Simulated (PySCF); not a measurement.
**One shape, several levels: [SnH3]− (SMILES [H][Sn-]([H])[H])**

Aim: a comparison of 6 runs (B3LYP/SBKJC, M06-2X/SBKJC, PBE/SBKJC, MP2/SBKJC, BCCD(T)/SBKJC, FCI/SBKJC) of [SnH3]−. 

The calculation is run with PySCF 2.14.0.

2 further runs of the same task are left out: 2 set aside as unsound or not needed.

## Step 1: The molecule

[SnH3]−: 4 atoms, total charge -1, spin state singlet. SMILES: `[H][Sn-]([H])[H]`. The Sn1–H4 distance was set to 2.923 Å, away from the relaxed value. At this shape a bond of the SMILES string is far longer than usual.

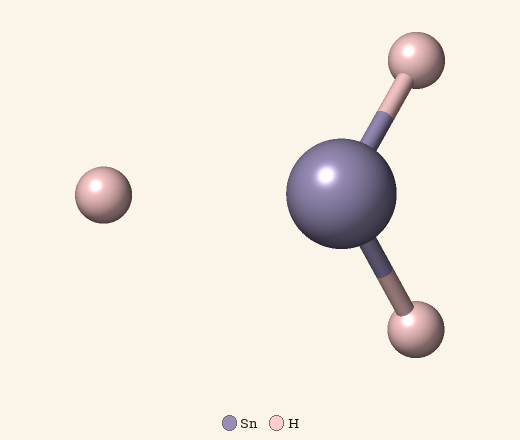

The structure, seen from a chosen angle (tin purple, hydrogen pink).

## Step 2: A single-point energy at B3LYP/SBKJC (core potential) (run 1)

File start.xyz:

```xyz
4
H3Sn
Sn     0.412690     0.710897     1.317297
H      2.056860     0.671567     0.273977
H     -0.367790     2.137677     0.245217
H     -0.844540    -1.404640    -0.259610
```

File run.py:

```python
from pyscf import gto, dft

molecule = gto.M(
    atom='start.xyz',
    charge=-1,
    basis='sbkjc',
    ecp={'Sn': 'sbkjc'},
    verbose=3,
    max_memory=1860,
)

mf = dft.RKS(molecule, xc='b3lyp')
mf.conv_tol = 1e-10
mf.grids.level = 5
mf.kernel()
if not mf.converged:
    mf = mf.newton().run(mf.mo_coeff, mf.mo_occ)

energy = mf.e_tot
print('E = %.10f Eh' % energy)
```

Started as:

```console
$ OMP_NUM_THREADS=1 python run.py
```

The log of the run:

```text
converged SCF energy = -5.1331397492754
E = -5.1331397493 Eh
```

Wall time 1.8 s (1 thread of Arm Neoverse V1, shared host); peak memory 0.16 GiB.

## Step 3: The energy at M06-2X/SBKJC (core potential) (run 2)

File input.py:

```python
from pyscf import gto, dft

molecule = gto.M(
    atom=[
    ('Sn', (0.412690, 0.710897, 1.317297)),
    ('H', (2.056860, 0.671567, 0.273977)),
    ('H', (-0.367790, 2.137677, 0.245217)),
    ('H', (-0.844540, -1.404640, -0.259610)),
],
    basis='sbkjc',
    charge=-1,
    spin=0,
    ecp={'Sn': 'sbkjc'},
    verbose=3,
    max_memory=1860,
)

myscf = dft.RKS(molecule, xc='m06-2x')
myscf.grids.level = 5
myscf.conv_tol = 1e-10
myscf.kernel()
if not myscf.converged:
    myscf = myscf.newton().run(myscf.mo_coeff, myscf.mo_occ)

energy = myscf.e_tot
print('Final energy', energy)
```

Started as:

```console
$ OMP_NUM_THREADS=1 python input.py
```

The log of the run:

```text
converged SCF energy = -5.07831588721442
Final energy -5.078315887214424
```

It took 2.1 s on 1 thread of Arm Neoverse V1, shared host; peak memory 0.17 GiB.

Run 3 isn't shown in full; the table further down has it.

## Step 4: A single-point energy at MP2/SBKJC (core potential) (run 4)

File input.py:

```python
from pyscf import gto, mp

mol = gto.Mole()
mol.atom = [
    ('Sn', (0.412690, 0.710897, 1.317297)),
    ('H', (2.056860, 0.671567, 0.273977)),
    ('H', (-0.367790, 2.137677, 0.245217)),
    ('H', (-0.844540, -1.404640, -0.259610)),
]
mol.charge = -1
mol.ecp = {'Sn': 'sbkjc'}
mol.max_memory = 1860
mol.verbose = 3
mol.basis = 'sbkjc'
mol.build()

mf = mol.RHF()
mf.conv_tol = 1e-10
mf.kernel()
if not mf.converged:
    mf = mf.newton().run(mf.mo_coeff, mf.mo_occ)

pt = mp.MP2(mf).run()
energy = pt.e_tot
print('E = %.10f Eh' % energy)
```

Started as:

```console
$ OMP_NUM_THREADS=1 python input.py
```

The log of the run:

```text
converged SCF energy = -4.89660314449892
E(RMP2) = -4.95691105153311  E_corr = -0.0603079070341954
E(SCS-RMP2) = -4.96677605996476  E_corr = -0.0701729154658423
E = -4.9569110515 Eh
```

Wall time 0.8 s (1 thread of Arm Neoverse V1, shared host); peak memory 0.13 GiB.

Run 5 isn't shown in full; the table further down has it.

## Step 5: The energy at FCI/SBKJC (core potential) (run 6)

File job.py:

```python
from pyscf import gto, scf, mcscf
from pyscf import fci

mol = gto.M(
    atom='''
Sn     0.779871     1.343401     2.489331
H      3.886902     1.269078     0.517741
H     -0.695022     4.039624     0.463393
H     -1.595949    -2.654385    -0.490592
''',
    unit='bohr',
    spin=0,
    charge=-1,
    verbose=3,
    basis='sbkjc',
    ecp={'Sn': 'sbkjc'},
    max_memory=1860,
)

mf = scf.RHF(mol)
mf.conv_tol = 1e-10
mf.kernel()
if not mf.converged:
    mf = mf.newton().run(mf.mo_coeff, mf.mo_occ)

cas = mcscf.CASCI(mf, mf.mo_coeff.shape[-1] - 0, (mol.nelec[0] - 0, mol.nelec[1] - 0))  # full CI above the frozen core
cas.fcisolver = fci.direct_spin0.FCI(mol)  # even spin states alone
cas.kernel()
print('<S^2> = %.4f' % cas.fcisolver.spin_square(cas.ci, cas.ncas, cas.nelecas)[0])
e_tot = cas.e_tot
print('E = %.10f Eh' % e_tot)
```

Started as:

```console
$ OMP_NUM_THREADS=1 python job.py
```

The log of the run:

```text
converged SCF energy = -4.89660312280263
CASCI E = -4.99400807852679  E(CI) = -8.37173052870276  S^2 = 0.0000000
<S^2> = 0.0000
E = -4.9940080785 Eh
```

Wall time 23 s (1 thread of Arm Neoverse V1, shared host); peak memory 0.34 GiB.

## Step 6: The series

| run | level | integration grid | frozen core orbitals | energy (Eh) | HOMO energy (eV) | LUMO energy (eV) | HOMO–LUMO gap (eV) | wall time |
| --- | --- | --- | --- | --- | --- | --- | --- | --- |
| 1 | B3LYP/SBKJC (core potential) | 5 | – | -5.133140 | -0.43 | 3.30 | 3.73 | 1.8 s |
| 2 | M06-2X/SBKJC (core potential) | 5 | – | -5.078316 | -1.33 | 4.12 | 5.45 | 2.1 s |
| 3 | PBE/SBKJC (core potential) | 5 | – | -5.125490 | 0.19 | 2.76 | 2.58 | 1.8 s |
| 4 | MP2/SBKJC (core potential) | – | 0 | -4.956911 | -2.39 | 6.00 | 8.40 | 0.8 s |
| 5 | BCCD(T)/SBKJC (core potential) | – | 0 | -4.993441 | – | – | – | 1.3 s |
| 6 | FCI/SBKJC (core potential) | – | 0 | -4.994008 | -2.39 | 6.00 | 8.40 | 23 s |

## Step 7: Summary of results

| quantity | value |
| --- | --- |
| run 6: total energy | -4.99401 Eh |
| run 6: HOMO energy (Hartree–Fock orbitals) | -2.39 eV |
| run 6: LUMO energy (Hartree–Fock orbitals) | 6.00 eV |
| run 6: HOMO–LUMO gap (to an unbound level, set by the basis) | 8.40 eV |
| run 6: correlation energy | -97.4 mEh |

**Reading.** Against full CI in this basis: MP2 +37.1 mEh; BCCD(T) +0.6 mEh. Over runs 1, 2, 3 the HOMO–LUMO gap runs from 2.58 eV (PBE/SBKJC) to 5.45 eV (M06-2X/SBKJC). The empty levels of an anion lie above zero and hang on the basis. Totals of different functionals can't be ranked against each other. In run 3 the HOMO lies above zero, so the outermost electron may be held by the basis alone. All runs together took 30 s, the longest 23 s.
